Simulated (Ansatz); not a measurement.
# Which metal contacts 1T-SnO2? The Schottky-Mott estimate

If a metal and one layer of 1T-SnO2 lined up by their vacuum levels alone, the barrier for electrons would be the work function less the affinity, and that for holes the ionisation energy less the work function. What does that give for common contact metals?

How it was computed: Ansatz 0.2.0, plane waves with PAW datasets (its set soft_2), PBE. Layers: cell and atoms relaxed with a dispersion term, band edges read against the vacuum level. Here the gap is 2.68 eV, the ionisation energy 8.35 eV and the affinity 5.67 eV. Metals: relaxed slabs of 7 layers at the tabulated experimental lattice constant, Fermi-Dirac smearing of 0.1 eV, Ni with spin. Labels allow 0.1 eV either way.

The runs side by side:

```tsv
metal	work function (eV)	barrier for electrons (eV)	barrier for holes (eV)	by the rule
Sc(0001)	3.59	−2.08	4.76	no barrier for electrons
Al(111)	4.03	−1.64	4.32	no barrier for electrons
Hf(0001)	4.33	−1.34	4.02	no barrier for electrons
Ti(0001)	4.37	−1.30	3.98	no barrier for electrons
Ag(111)	4.49	−1.18	3.86	no barrier for electrons
Mo(110)	4.56	−1.11	3.79	no barrier for electrons
Cu(111)	4.82	−0.85	3.53	no barrier for electrons
W(110)	4.84	−0.83	3.51	no barrier for electrons
Ru(0001)	5.01	−0.66	3.34	no barrier for electrons
Ni(111)	5.06	−0.61	3.29	no barrier for electrons
Pd(111)	5.24	−0.43	3.11	no barrier for electrons
Au(111)	5.27	−0.40	3.08	no barrier for electrons
Pt(111)	5.71	0.04	2.64	at the conduction edge
```

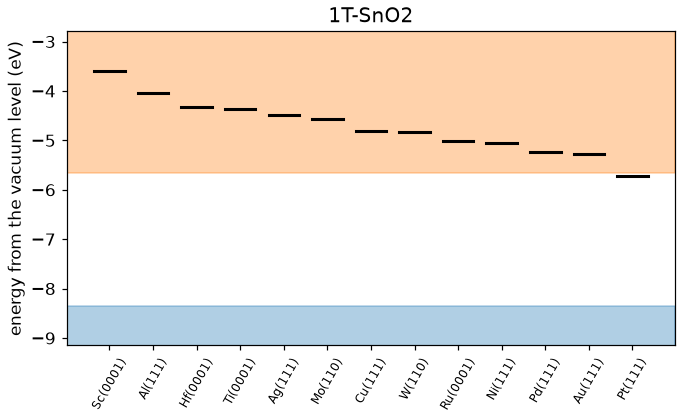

Fermi levels of the metals (black) against the layer's valence band (blue) and conduction band (orange).

**Answer.** By the rule the Fermi level lies over the conduction edge for 12, inside the gap for 1 and under the valence edge for 0 of the 13 metals. The middle of the gap lies 7.01 eV under the vacuum level: metals with a smaller work function favour electrons, those with a larger one holes. Worked for Cu(111): 4.82 − 5.67 = −0.85 eV and 8.35 − 4.82 = 3.53 eV, which add up to the gap, 2.68 eV.

**Limits.** This is the limit without any interaction. A real contact lowers the metal's work function by compressing its electron tail, moves charge and can pin the Fermi level, so barriers at bonded contacts depend far less on the metal; van der Waals contacts come nearer to the rule. The layer is built from a prototype, and its stability was not tested. PBE gaps usually lie under quasiparticle gaps, which makes the two barriers together too small, and a missing barrier can be an artefact of that. Spin-orbit coupling is left out. The table is a selection: not every member that was run is listed.

[Logs are printed without paths, hosts, clocks, repeated set-up lines and the standing remarks that a program may print on its own settings, such as how far it seeks lower states.]
